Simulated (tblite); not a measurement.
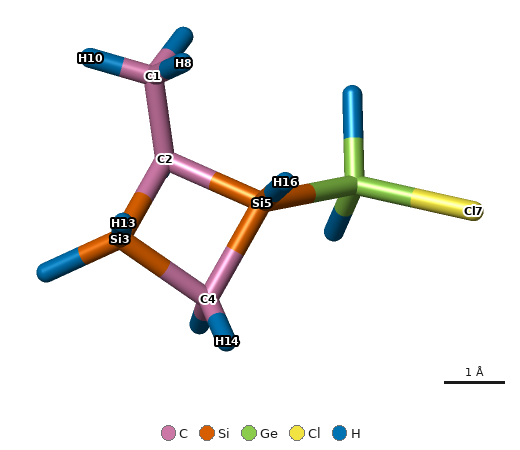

**Figure 1.** The input geometry (stick view, seen at a tilt; atoms are numbered from 1 in the order of the input). Sticks mark near contacts.

**Run report: C3H11ClGeSi2, geometry relaxation (part 1 of 2)**

C3H11ClGeSi2, computed with GFN2-xTB geometry optimisation, gas phase (tblite 0.8.0).

It belongs to a series of runs on one base structure; here: C replaced by Ge.

The program's output:
```
step      E/eV     max force
  0    -597.40069    2.165
  1    -597.57984    0.807
  2    -597.69812    0.798
  3    -597.78138    0.680
  4    -597.84670    0.562
  5    -597.88244    0.452
  6    -597.91301    0.442
  7    -597.94226    0.553
  8    -597.97315    0.462
  9    -597.99441    0.357
 10    -598.00676    0.252
 11    -598.01654    0.220
 12    -598.02689    0.216
 13    -598.03739    0.293
 14    -598.04771    0.258
 15    -598.05654    0.227
 16    -598.06345    0.203
 17    -598.06922    0.180
 18    -598.07459    0.201
 19    -598.08014    0.234
 20    -598.08523    0.237
 21    -598.08904    0.199
 22    -598.09228    0.165
 23    -598.09585    0.192
 24    -598.09939    0.182
 25    -598.10223    0.150
 26    -598.10422    0.116
 27    -598.10599    0.135
 28    -598.10824    0.130
 29    -598.11083    0.160
 30    -598.11321    0.130
 31    -598.11523    0.112
 32    -598.11712    0.138
 33    -598.11923    0.125
 34    -598.12176    0.133
 35    -598.12441    0.128
 36    -598.12675    0.138
 37    -598.12878    0.139
 38    -598.13085    0.107
 39    -598.13309    0.126
 40    -598.13529    0.116
 41    -598.13719    0.109
 42    -598.13875    0.109
 43    -598.14026    0.099
 44    -598.14204    0.135
 45    -598.14411    0.129
 46    -598.14613    0.091
 47    -598.14770    0.075
 48    -598.14905    0.092
 49    -598.15061    0.097
 50    -598.15223    0.092
 51    -598.15348    0.075
 52    -598.15431    0.072
 53    -598.15516    0.070
 54    -598.15619    0.112
 55    -598.15738    0.171
 56    -598.15904    0.170
 57    -598.16119    0.100
 58    -598.16262    0.079
 59    -598.16391    0.094
 60    -598.16559    0.127
 61    -598.16715    0.116
 62    -598.16838    0.069
 63    -598.16912    0.051
 64    -598.16961    0.053
 65    -598.17015    0.073
 66    -598.17092    0.084
 67    -598.17194    0.095
 68    -598.17342    0.083
 69    -598.17545    0.097
 70    -598.17686    0.106
 71    -598.17826    0.091
 72    -598.18004    0.084
 73    -598.18158    0.077
 74    -598.18274    0.081
 75    -598.18363    0.090
 76    -598.18463    0.085
 77    -598.18586    0.079
 78    -598.18728    0.093
 79    -598.18841    0.085
 80    -598.18966    0.076
 81    -598.19100    0.095
 82    -598.19245    0.089
 83    -598.19342    0.075
 84    -598.19430    0.069
 85    -598.19478    0.050
 86    -598.19538    0.051
 87    -598.19579    0.050
 88    -598.19637    0.054
 89    -598.19692    0.065
 90    -598.19740    0.038
 91    -598.19772    0.040
 92    -598.19792    0.035
 93    -598.19810    0.032
 94    -598.19833    0.048
 95    -598.19872    0.045
 96    -598.19921    0.064
 97    -598.19965    0.070
 98    -598.20007    0.060
 99    -598.20035    0.037
100    -598.20052    0.031
101    -598.20066    0.034
102    -598.20090    0.057
103    -598.20126    0.063
104    -598.20180    0.048
105    -598.20209    0.042
106    -598.20237    0.043
107    -598.20261    0.044
108    -598.20283    0.043
109    -598.20306    0.036
110    -598.20327    0.033
111    -598.20346    0.035
112    -598.20370    0.042
113    -598.20389    0.030
114    -598.20403    0.028
115    -598.20420    0.034
116    -598.20442    0.046
117    -598.20464    0.035
118    -598.20479    0.028
119    -598.20489    0.028
120    -598.20496    0.023
121    -598.20508    0.026
122    -598.20521    0.024
123    -598.20539    0.035
124    -598.20553    0.031
125    -598.20564    0.024
126    -598.20570    0.023
127    -598.20576    0.016
128    -598.20582    0.016
129    -598.20588    0.014
130    -598.20592    0.019
131    -598.20596    0.017
132    -598.20600    0.012
133    -598.20603    0.010
134    -598.20605    0.007
```

Trajectory as extended XYZ (Å, eV, eV/Å), 12 of the 135 frames kept, from step=0 to step=134:
```
18
Properties=species:S:1:pos:R:3:forces:R:3 step=0 energy=-597.40069
C    -0.0441    2.1746    0.0812    1.1670   1.4320  -0.0850
C    -0.3769    0.8694   -0.5720    0.5580   0.2940   0.4940
Si   -2.0384    0.1349   -0.1973   -2.0990   0.1910  -0.4930
C    -1.1847   -1.5213   -0.3384   -0.5080  -1.1850   0.3810
Si    0.3000   -0.6212    0.3811    0.7010  -0.6660   0.0820
Ge    2.3376   -1.1895   -0.4901    0.6610  -0.0830   0.3100
Cl    3.4041   -2.6363    0.7154   -0.1430   0.3890  -0.4920
H     0.0371    2.1051    1.2002   -0.4960   0.0750  -1.1000
H     0.9760    2.4714   -0.2565   -0.4980   0.0640   0.2530
H    -0.7229    3.0031   -0.2218    0.3370  -0.5500   0.4040
H    -0.0724    0.7588   -1.6269   -0.2300   0.5180   0.3890
H    -3.0675    0.3087   -1.2292   -0.0900   0.1460   0.1750
H    -2.4813    0.3408    1.1927    0.0150   0.1090  -0.3190
H    -1.6119   -2.2952    0.3231    0.2600  -0.0120  -0.9020
H    -1.0751   -1.8084   -1.4011   -0.0920  -0.2790   0.8600
H     0.1925   -0.5275    1.8363    0.0850   0.0650   0.0820
H     3.1995    0.1187   -0.5225    0.0410  -0.5210  -0.1890
H     2.2196   -1.6798   -1.9450    0.3330   0.0140   0.1510
18
Properties=species:S:1:pos:R:3:forces:R:3 step=12 energy=-598.02689
C    -0.0148    2.2521    0.1015   -0.0680  -0.1430  -0.0970
C    -0.4035    0.8923   -0.4640   -0.0720  -0.1630   0.0370
Si   -2.1609    0.1165   -0.2695    0.1730   0.1270   0.0260
C    -1.2725   -1.5833   -0.2771    0.1320   0.1020   0.0120
Si    0.2926   -0.6917    0.3806    0.1450   0.0500  -0.0160
Ge    2.4193   -1.2063   -0.4714   -0.0950  -0.0110  -0.1840
Cl    3.5190   -2.6375    0.6115    0.1020  -0.0720   0.0360
H    -0.0061    2.2425    1.1875   -0.1610  -0.0040   0.0330
H     0.9827    2.5291   -0.2266    0.1610  -0.0270  -0.0350
H    -0.6912    3.0268   -0.2439   -0.1350   0.1000   0.0280
H    -0.1425    0.8746   -1.5314   -0.0240   0.0250   0.1490
H    -3.1930    0.3923   -1.2565   -0.0420  -0.0060  -0.1200
H    -2.6106    0.4145    1.0836   -0.1640   0.0030   0.0790
H    -1.6839   -2.4239    0.2725   -0.0280   0.1420   0.0670
H    -1.0909   -1.9282   -1.2935   -0.0730  -0.0180  -0.0230
H     0.2858   -0.5447    1.8490    0.0430  -0.0660  -0.0960
H     3.3488   -0.0022   -0.6014    0.0590  -0.0130   0.0270
H     2.4131   -1.7168   -1.9218    0.0480  -0.0240   0.0780
18
Properties=species:S:1:pos:R:3:forces:R:3 step=24 energy=-598.09939
C    -0.0571    2.2685    0.1219    0.0410   0.1250   0.0340
C    -0.4258    0.9007   -0.4246    0.1410   0.1140   0.0100
Si   -2.1861    0.1538   -0.2597   -0.0260  -0.0140  -0.0080
C    -1.2806   -1.5320   -0.2485    0.0990  -0.1100   0.0440
Si    0.3464   -0.6924    0.3358   -0.0070   0.0010  -0.0020
Ge    2.4869   -1.2550   -0.5274   -0.0940   0.0430   0.0050
Cl    3.6066   -2.6697    0.5809   -0.0340  -0.0130   0.0160
H    -0.1336    2.2886    1.2090   -0.0610   0.0090  -0.0830
H     0.9692    2.5379   -0.1464   -0.0990  -0.0940   0.0560
H    -0.7118    3.0400   -0.2869    0.0100  -0.0400   0.0630
H    -0.1853    0.8979   -1.4924    0.0120   0.0290  -0.0590
H    -3.1500    0.3979   -1.3335    0.0480   0.0060  -0.0210
H    -2.8013    0.4244    1.0384    0.0110   0.0300   0.0030
H    -1.6892   -2.3151    0.3793   -0.0120  -0.0290   0.0140
H    -1.1793   -1.9421   -1.2514   -0.0420  -0.0370   0.0200
H     0.4036   -0.6363    1.8081    0.0250   0.0020  -0.0470
H     3.4452   -0.0628   -0.6166   -0.0250  -0.0210  -0.0310
H     2.5334   -1.7980   -1.9567    0.0140  -0.0010  -0.0150
18
Properties=species:S:1:pos:R:3:forces:R:3 step=37 energy=-598.12878
C    -0.1078    2.2868    0.1719    0.0220  -0.0320   0.0070
C    -0.4105    0.9264   -0.4308   -0.0390  -0.0200  -0.0360
Si   -2.1626    0.1462   -0.2802    0.0580   0.0170  -0.0610
C    -1.2687   -1.5503   -0.1975    0.0000   0.0440   0.0210
Si    0.3745   -0.6839    0.2846    0.0150   0.0690   0.0110
Ge    2.4791   -1.2810   -0.6073   -0.0040  -0.0230   0.0000
Cl    3.5227   -2.6867    0.5920   -0.0140   0.0240  -0.0410
H    -0.3106    2.2942    1.2378   -0.0250   0.0070   0.0730
H     0.9357    2.5494    0.0179    0.1270   0.0030   0.0560
H    -0.7066    3.0644   -0.2986   -0.0880  -0.0090   0.0110
H    -0.1575    0.9911   -1.4945   -0.0070  -0.0660  -0.0230
H    -3.0269    0.3856   -1.4340   -0.0700  -0.0310   0.0030
H    -2.8282    0.4856    0.9788    0.0230  -0.0190  -0.0620
H    -1.6490   -2.2752    0.5139   -0.0260   0.0110   0.0130
H    -1.2365   -2.0461   -1.1652    0.0260   0.0100   0.0160
H     0.5151   -0.6476    1.7485   -0.0100   0.0340   0.0270
H     3.4450   -0.0972   -0.6864    0.0230  -0.0170  -0.0250
H     2.5840   -1.8552   -2.0216   -0.0100  -0.0030   0.0080
18
Properties=species:S:1:pos:R:3:forces:R:3 step=49 energy=-598.15061
C    -0.1567    2.2760    0.2404    0.0050   0.0520   0.0080
C    -0.3845    0.9465   -0.4605   -0.0240   0.0610   0.0000
Si   -2.1293    0.1486   -0.3753   -0.0570   0.0110   0.0060
C    -1.2398   -1.5308   -0.1374   -0.0210  -0.0100   0.0120
Si    0.4065   -0.6456    0.2815    0.0150   0.0510  -0.0120
Ge    2.4609   -1.2968   -0.6889    0.0400  -0.0010  -0.0640
Cl    3.4384   -2.7013    0.5535    0.0680  -0.0600   0.0230
H    -0.5024    2.2287    1.2703    0.0070  -0.0060   0.0110
H     0.8994    2.5432    0.2498    0.0250  -0.0240  -0.0020
H    -0.6964    3.0809   -0.2589   -0.0190  -0.0360   0.0040
H    -0.0793    1.0570   -1.5053    0.0230   0.0100  -0.0030
H    -3.0073    0.3000   -1.5346    0.0330  -0.0190  -0.0270
H    -2.8318    0.5389    0.8473   -0.0100   0.0130  -0.0120
H    -1.6416   -2.1603    0.6474   -0.0200  -0.0630   0.0320
H    -1.2062   -2.1344   -1.0395    0.0190  -0.0160  -0.0370
H     0.6079   -0.5601    1.7361    0.0040   0.0190   0.0110
H     3.4822   -0.1615   -0.8108   -0.0050   0.0000   0.0030
H     2.5716   -1.9226   -2.0858   -0.0830   0.0170   0.0480
18
Properties=species:S:1:pos:R:3:forces:R:3 step=61 energy=-598.16715
C    -0.1917    2.2722    0.2920    0.0290   0.0200   0.0310
C    -0.3790    0.9691   -0.4709    0.0270   0.0320   0.0190
Si   -2.1143    0.1437   -0.4324    0.0040  -0.0500   0.0150
C    -1.2155   -1.5170   -0.0896   -0.0010  -0.0340  -0.0110
Si    0.4302   -0.6064    0.2908   -0.0120   0.0140   0.0410
Ge    2.4591   -1.3232   -0.6877    0.0380   0.0960  -0.0350
Cl    3.4931   -2.7533    0.4817    0.0010  -0.0190  -0.0070
H    -0.5928    2.1891    1.3009    0.0150  -0.0110  -0.0390
H     0.8662    2.5254    0.3724   -0.0390   0.0270  -0.0240
H    -0.7029    3.0940   -0.2079    0.0050   0.0010   0.0100
H    -0.0402    1.1285   -1.4985    0.0030  -0.0160   0.0120
H    -2.9249    0.1988   -1.6479    0.0180   0.0120  -0.0200
H    -2.8803    0.5969    0.7280   -0.0270  -0.0060  -0.0100
H    -1.6207   -2.1281    0.7118    0.0130   0.0330  -0.0130
H    -1.1617   -2.1549   -0.9696    0.0100   0.0040   0.0080
H     0.6586   -0.4504    1.7345   -0.0150  -0.0050   0.0470
H     3.5136   -0.2219   -0.9001   -0.0840  -0.0800  -0.0080
H     2.3944   -1.9560   -2.0780    0.0160  -0.0180  -0.0170
18
Properties=species:S:1:pos:R:3:forces:R:3 step=73 energy=-598.18158
C    -0.2345    2.3014    0.3501   -0.0010  -0.0760   0.0110
C    -0.3550    1.0004   -0.4337    0.0080  -0.0280   0.0010
Si   -2.0715    0.1265   -0.4970    0.0470  -0.0130   0.0130
C    -1.1639   -1.4996   -0.0272   -0.0240  -0.0050  -0.0250
Si    0.4611   -0.5612    0.3568    0.0360   0.0300  -0.0260
Ge    2.4116   -1.3593   -0.7348   -0.0330   0.0380   0.0300
Cl    3.4902   -2.8092    0.3754   -0.0170   0.0160  -0.0070
H    -0.6672    2.1794    1.3416   -0.0060   0.0410  -0.0240
H     0.8115    2.5801    0.4768   -0.0220   0.0480  -0.0400
H    -0.7521    3.1189   -0.1523    0.0230  -0.0510   0.0220
H     0.0218    1.1681   -1.4481    0.0230   0.0320   0.0620
H    -2.7220    0.1234   -1.8071   -0.0220   0.0000   0.0020
H    -2.9801    0.6044    0.5475    0.0250  -0.0320  -0.0370
H    -1.5808   -2.0642    0.7998   -0.0550   0.0100   0.0150
H    -1.0721   -2.1935   -0.8608   -0.0100   0.0130   0.0040
H     0.6856   -0.3888    1.8007    0.0470  -0.0230  -0.0150
H     3.4711   -0.3017   -1.0530    0.0030   0.0030  -0.0010
H     2.2374   -2.0189   -2.1055   -0.0240  -0.0020   0.0150
```
